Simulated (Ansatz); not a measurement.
C$_{2}$NSi (SMILES [C-]#[N+]C#[Si-]) (charge −1)

```xyz
4

C     0.0000    0.0000   -1.9651
C     0.0000    0.0000    0.5421
N     0.0000    0.0000   -0.7749
Si    0.0000    0.0000    2.1979
```

Geometry: B3LYP-D3(BJ)/def2-SVPD.

These are results of isolated molecule in a Gaussian basis; Kohn-Sham density functional theory, functional PBE0 in Ansatz 0.2.0, not measurements.

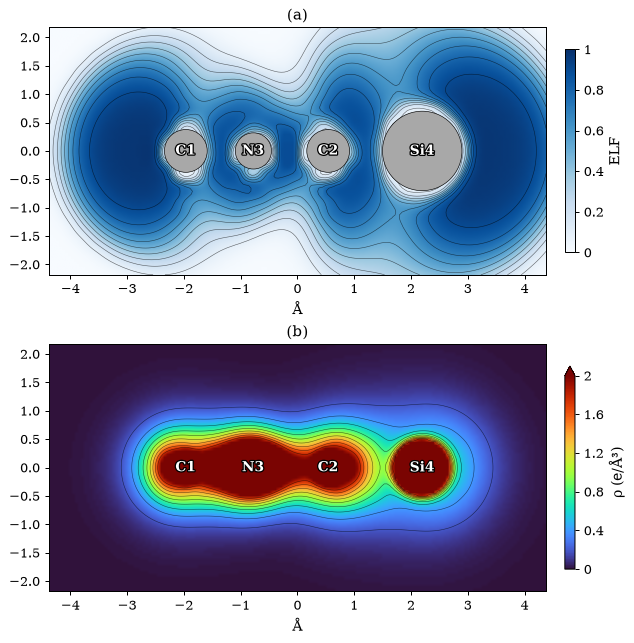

Figure 1. (a) electron localisation function; (b) electron density on a plane that holds the molecular axis. Grey discs cover the atomic cores in the ELF map.

Question: What do the fields say about this system?

Answer:
- The plane passes through C, N and Si nuclei.
- C–N (1.19 Å): ρ is about 3.3 e/Å³ halfway; the ELF peaks at about 0.85 between the atoms (a short, multiple covalent bond).
- C–Si (1.66 Å): the density is about 1.1 e/Å³ at the midpoint; the ELF peaks at about 0.85 between the atoms (a covalent bond).
- C–N (1.32 Å): ρ is about 2.5 e/Å³ halfway; the ELF peaks at about 0.90 between the atoms; a covalent bond.
- The ELF also peaks beside C1 and Si4, away from the bonds: lone-pair regions.

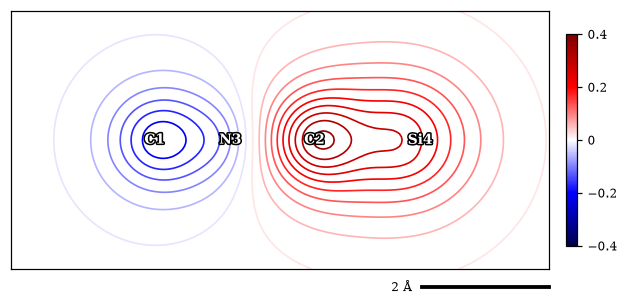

Figure 2. The HOMO on a plane 0.8 Å above a plane that holds the molecular axis (values in Å⁻³ᐟ²; the overall sign is arbitrary).

Question: Describe this orbital and give its energy.

Answer: It lies mainly on Si4 (about 40 %), C2 (about 35 %), C1 (about 15 %) and N3 (about 10 %); π-bonding across Si4–C2. It is one of a degenerate set, so its orientation is arbitrary. Its energy is −1.10 eV.
